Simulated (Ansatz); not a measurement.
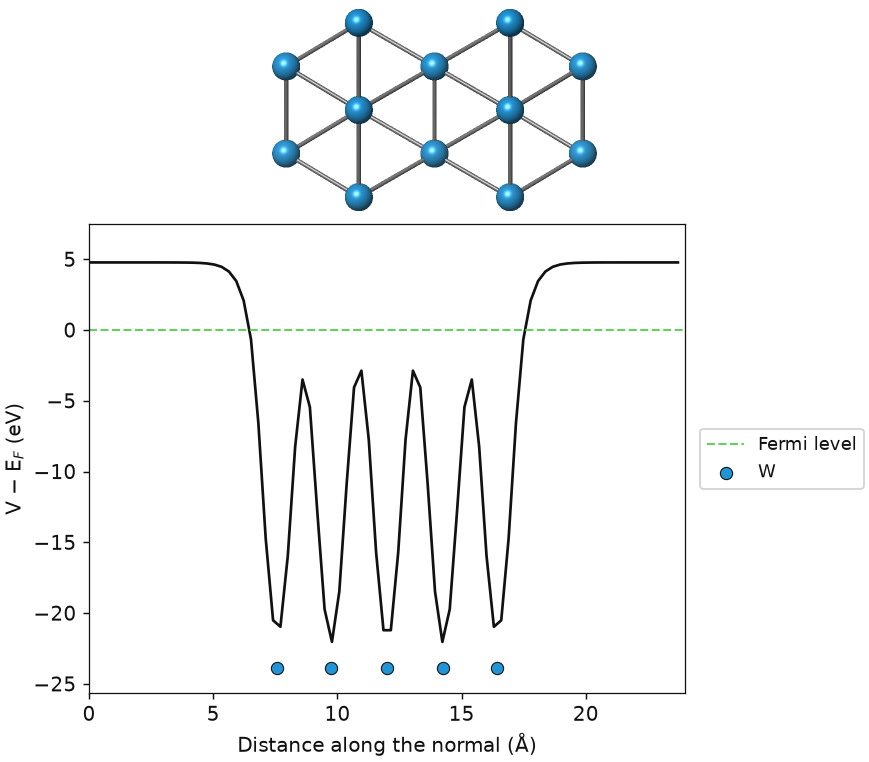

Plane-averaged electrostatic potential energy of an electron across the slab; circles at the bottom mark the heights of the atoms. The structure is drawn too.

System: a (110) slab cut from W (Im-3m), 5 atoms in the cell.

```xyz
5
Lattice="2.7570 0.0000 0.0000 -0.9190 2.5994 0.0000 0.0000 0.0000 24.0044" Properties=species:S:1:pos:R:3 pbc="T T T"
W     0.9190    1.2997    7.5782
W     0.0000    0.0000    9.7463
W     0.9190    1.2997   12.0022
W     0.0000    0.0000   14.2582
W     0.9190    1.2997   16.4263
```

Ansatz; DFT PBE, scalar-relativistic, plane waves, PAW, no spin polarisation, 13×13×1 k mesh, 420 eV cutoff.

Q: Read off the work function of each face.

A: The work function is 4.77 eV, the same on both faces. The two vacuum levels agree, so the slab has no net dipole along its normal.

Q: How thick are slab and vacuum?

A: The outermost atoms are 8.8 Å apart, which leaves 15.2 Å of vacuum in a cell 24.0 Å high.

Spin-orbit coupling is left out, which matters for W.
